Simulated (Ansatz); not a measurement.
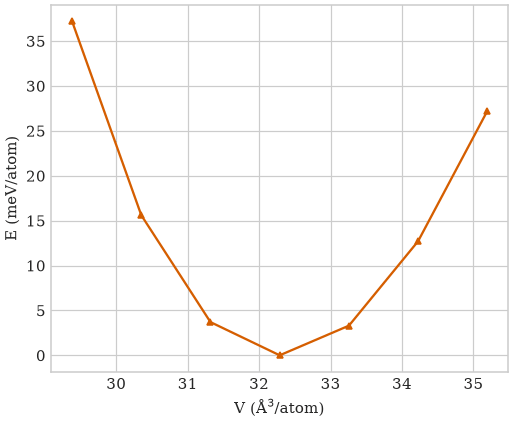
Fig. 1. MgTe (zinc blende, F-43m) under volume change, LDA in the plane-wave PAW code Ansatz, scaled uniformly.

What does a third-order Birch–Murnaghan fit give for V₀, B₀ and B′?

V₀ = 32.29 Å³/atom, B₀ = 38.7 GPa, B′ = 4.2.

The cell was relaxed with LDA under the symmetry of its start; of distortions, only those at the zone centre were tested. Spin–orbit coupling is left out wherever it is not named.

Potentials: the later of the program's two PAW sets.
